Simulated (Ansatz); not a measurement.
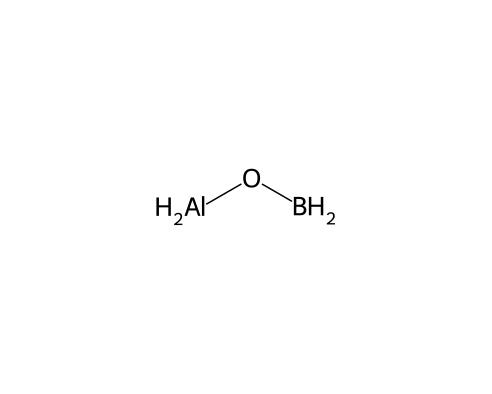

Source: calculation with Ansatz.

2D structure.

Transcribe the drawing into SMILES.

B[O][AlH2]

Give the formula, hydrogens included.

AlBH4O.

An optimisation with PBE0-D4/def2-TZVP gave a structure of which point group?

C2v.
